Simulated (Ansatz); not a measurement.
# BH2(SiH3) (SiBH₅): single points with varied inputs

Aim: run BH2(SiH3) (SiBH₅) under a spread of inputs, and see what each costs and gives.

The runs use Ansatz 0.2.0, Gaussian basis; the settings change from run to run.

## 1. The relaxed structure

The geometry comes from an earlier relaxation with B3LYP-D4 in a triple-zeta def2 set; it is a stationary point, not always the lowest conformer.

7 atoms, charge 0, spin multiplicity 1.

Atoms are counted from 1 here; the program's logs count them from 0.

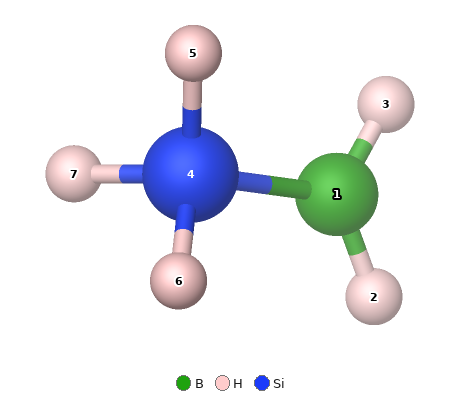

The geometry (boron green, hydrogen pink, silicon blue); atoms are numbered from 1 in the order of the file.

## 2. B97/def2-mTZVPP

Options: coordinates scaled by 1.12, finite nuclei, a point charge of 2.00 e beside it.

Input file in.yaml:

```yaml
crystal:
  periodic: [false, false, false]
  atoms:
    - {symbol: B, position_ang: [0.668188, 1.164759, 0.010352]}
    - {symbol: H, position_ang: [2.001958, 1.198116, 0.008478]}
    - {symbol: H, position_ang: [0.025870, 2.330847, -0.077784]}
    - {symbol: Si, position_ang: [-0.453700, -0.787235, 0.054140]}
    - {symbol: H, position_ang: [-1.968137, -0.666212, 0.728342]}
    - {symbol: H, position_ang: [0.370822, -2.009669, 0.821223]}
    - {symbol: H, position_ang: [-0.644989, -1.230606, -1.544750]}
basis:
  gaussian: {orbitals: def2-mTZVPP, nuclear_model: gaussian, point_charges: [{charge: 2.00, position_ang: [6.226, 0.456, -0.749]}]}
hamiltonian: {xc: {name: B97}}
scf: {omitted_lower_state_checks: [starts]}
```

Run with:

```sh
> ansatz run in.yaml --threads 4 --pin off --events-out ev --progress --plain --max-ram 3916MiB
```

What it wrote:

```text
Functional definition: B97
  name "B97"
  cite "Becke, J. Chem. Phys. 107, 8554 (1997) doi:10.1063/1.475007"
  parameter cx = 0.1943
  parameter cx0 = 0.8094
  parameter cx1 = 0.5073
  parameter cx2 = 0.7481
  parameter css0 = 0.1737
  parameter css1 = 2.3487
  parameter css2 = -2.4868
  parameter cos0 = 0.9454
  parameter cos1 = 0.7471
  parameter cos2 = -4.5961
  exchange = spin_sum(e_x_unif_s*poly(b97_u_x, cx0, cx1, cx2)) + cx*exact_x
  correlation = spin_sum(e_c_pw_same_spin*poly(b97_u_same, css0, css1, css2))
      + integral(e_c_pw_opposite_spin*poly(b97_u_opposite, cos0, cos1, cos2))
these checks for a lower state are left out or cut short: starts
713 factors; their error is unknown
mean field evaluation 1: about -8631.4042 eV, gradient 1.1e1 eV
mean field evaluation 2: about -8631.5822 eV, gradient 9.4e0 eV
mean field evaluation 4: about -8631.9417 eV, gradient 2.6e-1 eV
mean field evaluation 8: about -8631.9816 eV, gradient 1.8e-2 eV
mean field -8631.98159654 eV, -317.2194727056 hartree, gradient 2.9e-5 eV, S^2 0.000000; 0 other end points of the search recorded, 0 dependent functions left out
reference -8631.98162601 eV, -317.2194737887 hartree; 12, 12 occupied and 59, 59 virtual orbitals, 713 factors
Total energy: -8631.98162601 eV, -317.2194737887 hartree
Checks for a lower state left out: starts
```

Wall time 0.75 s (4 threads of Arm Neoverse V2, shared host).

## 3. B2GP-PLYP/def2-mTZVPP

Options: atoms shaken by 0.15 Å, the search for lower states set to light.

Input file in.yaml:

```yaml
crystal:
  periodic: [false, false, false]
  atoms:
    - {symbol: B, position_ang: [0.330591, 1.040342, 0.158217]}
    - {symbol: H, position_ang: [1.511363, 1.263236, 0.296856]}
    - {symbol: H, position_ang: [0.064524, 2.217633, 0.067491]}
    - {symbol: Si, position_ang: [-0.453991, -0.674041, 0.119788]}
    - {symbol: H, position_ang: [-1.744069, -0.624271, 0.542959]}
    - {symbol: H, position_ang: [0.080638, -1.677284, 0.872493]}
    - {symbol: H, position_ang: [-0.623883, -1.199531, -1.578294]}
basis:
  gaussian: {orbitals: def2-mTZVPP}
hamiltonian: {xc: {name: B2GP-PLYP}}
scf: {lower_state_search: light}
output: {forces: true}
```

Launched as before.

What it wrote, cut to the lines that bear on the results:

```text
Functional definition: B2GP-PLYP
  name "B2GP-PLYP"
  cite "Karton, Tarnopolsky, Lamère, Schatz & Martin, J. Phys. Chem. A 112, 12868 (2008) doi:10.1021/jp801805p"
  cite "Becke, Phys. Rev. A 38, 3098 (1988) doi:10.1103/PhysRevA.38.3098"
  cite "Lee, Yang & Parr, Phys. Rev. B 37, 785 (1988) doi:10.1103/PhysRevB.37.785"
[...]
665 factors; integrals over basis functions are off by at most 1.3e-3 eV
[...]
mean field -8624.61199462 eV, -316.9486448304 hartree, gradient 5.1e-6 eV, S^2 0.000000; 0 other end points of the search recorded, 0 dependent functions left out
6 core orbitals not correlated: weight in the atoms' cores, before any rotation towards them, 1.000 or more for the frozen orbitals, at most 0.000 for the correlated occupied ones
reference -8624.61211373 eV, -316.9486492076 hartree; 6, 6 occupied and 59, 59 virtual orbitals, 665 factors
second order -6.28806583 eV of doubles, -0.00000000 eV of singles
[...]
Total energy: -8626.87581743 eV, -317.0318387842 hartree
Atom 0 at     0.330591     1.040342     0.158217 Å, force     2.659565     3.301875     0.041649 eV/Å
Atom 1 at     1.511363     1.263236     0.296856 Å, force     0.014788    -1.101800     0.065391 eV/Å
Atom 2 at     0.064524     2.217633     0.067491 Å, force    -1.359471    -0.752788    -0.165923 eV/Å
Atom 3 at    -0.453991    -0.674041     0.119788 Å, force    -0.539691    -0.632523    -4.721573 eV/Å
Atom 4 at    -1.744069    -0.624271     0.542959 Å, force    -2.857216     0.152729     0.805404 eV/Å
Atom 5 at     0.080638    -1.677284     0.872493 Å, force     1.554845    -1.879680     1.250743 eV/Å
Atom 6 at    -0.623883    -1.199531    -1.578294 Å, force     0.527180     0.912188     2.724309 eV/Å
Dipole moment:     0.053741     0.023535     0.093406 e Å
```

Run time: 1 s. Hardware: 4 threads of Arm Neoverse V2, shared host.

Largest force 4.794 eV/Å, dipole 0.53 D.

## 4. CAM-B3LYP/def2-SVP

Options: finite nuclei, D3(BJ) dispersion, the search for lower states set to full.

Input file in.yaml:

```yaml
crystal:
  periodic: [false, false, false]
  atoms:
    - {symbol: B, position_ang: [0.596596, 1.039963, 0.009243]}
    - {symbol: H, position_ang: [1.787463, 1.069746, 0.007570]}
    - {symbol: H, position_ang: [0.023099, 2.081113, -0.069450]}
    - {symbol: Si, position_ang: [-0.405090, -0.702889, 0.048339]}
    - {symbol: H, position_ang: [-1.757265, -0.594832, 0.650305]}
    - {symbol: H, position_ang: [0.331091, -1.794347, 0.733235]}
    - {symbol: H, position_ang: [-0.575883, -1.098755, -1.379241]}
basis:
  gaussian: {orbitals: def2-SVP, nuclear_model: gaussian}
hamiltonian: {xc: {name: CAM-B3LYP}, dispersion: d3bj}
scf: {lower_state_search: full}
output: {forces: true}
```

The command is unchanged.

What it wrote, cut to the lines that bear on the results:

```text
Functional definition: CAM-B3LYP
  name "CAM-B3LYP"
  cite "Yanai, Tew & Handy, Chem. Phys. Lett. 393, 51 (2004) doi:10.1016/j.cplett.2004.06.011"
  cite "Iikura, Tsuneda, Yanai & Hirao, J. Chem. Phys. 115, 3540 (2001) doi:10.1063/1.1383587"
  cite "Becke, Phys. Rev. A 38, 3098 (1988) doi:10.1103/PhysRevA.38.3098"
  cite "Lee, Yang & Parr, Phys. Rev. B 37, 785 (1988) doi:10.1103/PhysRevB.37.785"
  cite "Vosko, Wilk & Nusair, Can. J. Phys. 58, 1200 (1980) doi:10.1139/p80-159"
[...]
  # Exact exchange under (alpha + beta erf(omega r))/r, Becke's under what is left of 1/r.
[...]
570 factors; integrals over basis functions are off by at most 1.1e-3 eV
233 factors; integrals over basis functions are off by at most 1.7e-5 eV
[...]
mean field -8630.29856118 eV, -317.1576222970 hartree, gradient 2.5e-5 eV, S^2 0.000000; 0 other end points of the search recorded, 0 dependent functions left out
[...]
reference -8630.29867665 eV, -317.1576265403 hartree; 12, 12 occupied and 45, 45 virtual orbitals, 570 factors
Total energy: -8630.37428369 eV, -317.1604050477 hartree
Atom 0 at     0.596596     1.039963     0.009243 Å, force    -0.160783    -0.278179     0.031336 eV/Å
Atom 1 at     1.787463     1.069746     0.007570 Å, force     0.353382    -0.000003    -0.000314 eV/Å
Atom 2 at     0.023099     2.081113    -0.069450 Å, force    -0.177778     0.304455    -0.023370 eV/Å
Atom 3 at    -0.405090    -0.702889     0.048339 Å, force     0.051846     0.089277    -0.018649 eV/Å
Atom 4 at    -1.757265    -0.594832     0.650305 Å, force    -0.115327     0.011456     0.054478 eV/Å
Atom 5 at     0.331091    -1.794347     0.733235 Å, force     0.064610    -0.091859     0.061703 eV/Å
Atom 6 at    -0.575883    -1.098755    -1.379241 Å, force    -0.015950    -0.035147    -0.105184 eV/Å
Dipole moment:     0.044821     0.079201     0.015940 e Å
```

It took 0.45 s on 4 threads of Arm Neoverse V2, shared host.

Largest force 0.353 eV/Å, dipole 0.44 D.

## 5. SVWN5/def2-mTZVPP

Set apart from the defaults: the search for lower states set to full.

in.yaml, as its differences from that of step 4:

```diff
@@ -11,4 +11,4 @@
 basis:
-  gaussian: {orbitals: def2-SVP, nuclear_model: gaussian}
-hamiltonian: {xc: {name: CAM-B3LYP}, dispersion: d3bj}
+  gaussian: {orbitals: def2-mTZVPP}
+hamiltonian: {xc: {name: SVWN5}}
 scf: {lower_state_search: full}
```

Launched as before.

What it wrote, cut to the lines that bear on the results:

```text
Functional definition: SVWN5
  name "SVWN5"
  cite "Dirac, Proc. Camb. Phil. Soc. 26, 376 (1930) doi:10.1017/S0305004100016108"
  cite "Slater, Phys. Rev. 81, 385 (1951) doi:10.1103/PhysRev.81.385"
  cite "Vosko, Wilk & Nusair, Can. J. Phys. 58, 1200 (1980) doi:10.1139/p80-159"
[...]
708 factors; their error is unknown
[...]
mean field -8593.24624524 eV, -315.7959748010 hartree, gradient 1.5e-5 eV, S^2 0.000000; 0 other end points of the search recorded, 0 dependent functions left out
[...]
reference -8593.24628926 eV, -315.7959764189 hartree; 12, 12 occupied and 59, 59 virtual orbitals, 708 factors
Total energy: -8593.24628926 eV, -315.7959764189 hartree
Atom 0 at     0.596596     1.039963     0.009243 Å, force    -0.299119    -0.522162    -0.017784 eV/Å
Atom 1 at     1.787463     1.069746     0.007570 Å, force     0.320501    -0.020886     0.003851 eV/Å
Atom 2 at     0.023099     2.081113    -0.069450 Å, force    -0.179470     0.265784    -0.017850 eV/Å
Atom 3 at    -0.405090    -0.702889     0.048339 Å, force     0.281943     0.498328     0.125207 eV/Å
Atom 4 at    -1.757265    -0.594832     0.650305 Å, force    -0.214563     0.007861     0.056843 eV/Å
Atom 5 at     0.331091    -1.794347     0.733235 Å, force     0.110836    -0.179129     0.069972 eV/Å
Atom 6 at    -0.575883    -1.098755    -1.379241 Å, force    -0.020127    -0.049796    -0.220239 eV/Å
Dipole moment:     0.021135     0.037169     0.003059 e Å
```

Wall time 0.3 s (4 threads of Arm Neoverse V2, shared host).

Largest force 0.602 eV/Å, dipole 0.21 D.

## 6. The runs in one table

```
                level  charge  multiplicity              geometry  functions  energy (eV)    time
      B97/def2-mTZVPP       0             1  scaled, point charge         71    -8631.982  0.75 s
B2GP-PLYP/def2-mTZVPP       0             1                shaken         71    -8626.876     1 s
   CAM-B3LYP/def2-SVP       0             1               relaxed         57    -8630.374  0.45 s
    SVWN5/def2-mTZVPP       0             1               relaxed         71    -8593.246   0.3 s
```

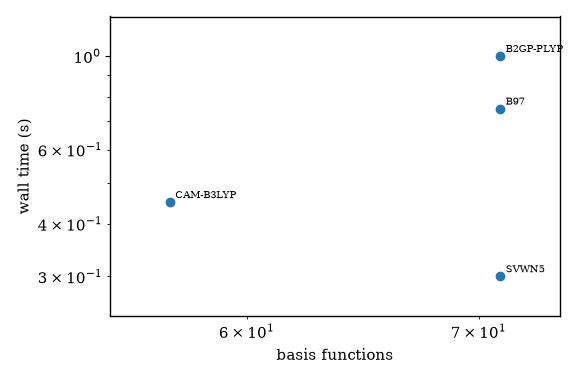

Wall time against the number of basis functions (shared host).

## 7. Outcome

| quantity | value |
| --- | --- |
| runs | 4 |
| quickest | SVWN5/def2-mTZVPP, 0.3 s |
| slowest | B2GP-PLYP/def2-mTZVPP, 1 s |
| spread of total energies, same state and geometry | 37.1 eV |
| dipole, same state and geometry | 0.21 to 0.44 D |

What this shows: Run time spans a factor of 3, from SVWN5/def2-mTZVPP to B2GP-PLYP/def2-mTZVPP. The jobs differ in tasks and options as well as level. The totals spread over 37 eV; they can't be compared across methods or bases. At the B3LYP-D4/def2-TZVP geometry and in the same state, the sound runs without point charges leave forces up to 0.60 eV/Å (SVWN5/def2-mTZVPP), against 4.8 eV/Å where the atoms were moved.
